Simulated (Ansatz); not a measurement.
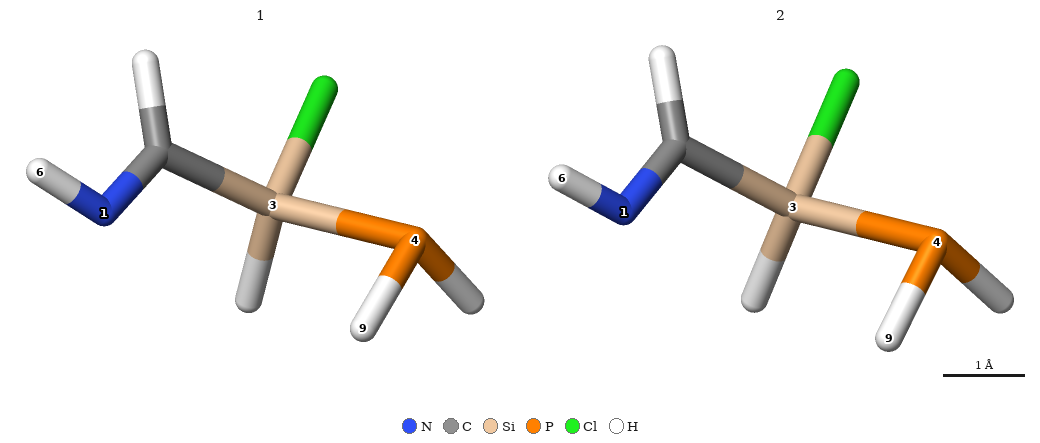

Two geometries of CH5ClNPSi, drawn at one scale. One is the start of a relaxation, the other its converged end. Style: stick. Shown from a free direction.

Theory: Ansatz, RKS B3LYP/6-31G. (no spin polarisation; force threshold 0.015 eV/Å; at most 40 steps)

Which one is relaxed?

Structure 2 is the relaxed one. The run prepares an end point of a later path (torsion) calculation, from a guessed geometry. After 7 accepted moves (8 points after the start) the energy has fallen by 13.1 kcal/mol. Largest force component: 4.3 eV/Å at the start, 0.0062 eV/Å at the end. The line search rejected the trial step at point 3 of the run. The atom that moves furthest after the best rigid fit is an H atom (0.18 Å). Largest moves by element: H 0.18 Å, P 0.15 Å, Cl 0.15 Å, C 0.09 Å, Si 0.05 Å, N 0.02 Å. Some distances before and after: P–Si 2.210 → 2.339 Å, Cl–Si 2.081 → 2.208 Å, H–P 1.350 → 1.450 Å, C–Si 1.859 → 1.913 Å. Bond angles that change, for instance: P–Si–H 109.5° → 115.9°, C–Si–H 116.1° → 110.9°, N–C–Si 120.2° → 115.5°.
